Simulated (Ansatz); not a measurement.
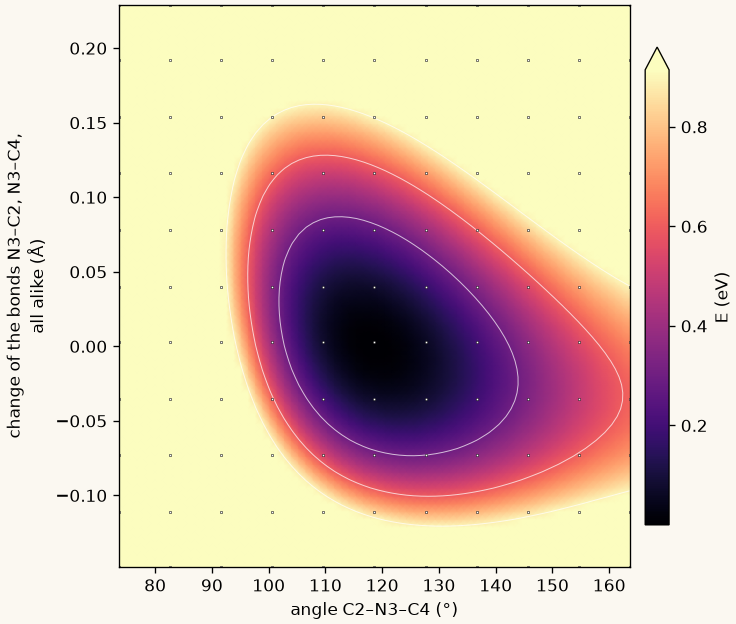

C₂H₅BFN, SMILES BCN=CF. First axis: angle C2–N3–C4. Second axis: change of the bonds N3–C2, N3–C4, all alike. Nothing is relaxed (all other coordinates rigid). Grid: 11 × 11 points. Points are written as (first, second). All energies are given in eV relative to the relaxed molecule at the same level. The calculation used RKS PBE-D4/def2-TZVP in Ansatz.

In the figure: a smooth colour map with a few white contour lines, dots at the grid points, one colour for all values above the top of the scale. Between grid points the surface is interpolated.

Question: Where is the minimum, and how stiff is the well along each coordinate?

Answer: The interpolated minimum is at angle C2–N3–C4 ≈ 118.6°, the second coordinate ≈ 0.000 Å. The curvatures there are about 5.5 eV/rad² and 106 eV/Å², with a cross term of about 7.7 eV/(rad·Å). Round the minimum the valley is somewhat tilted: raising angle C2–N3–C4 shifts the best value of the second coordinate downwards (coupling k₁₂/√(k₁₁k₂₂) about 0.3).
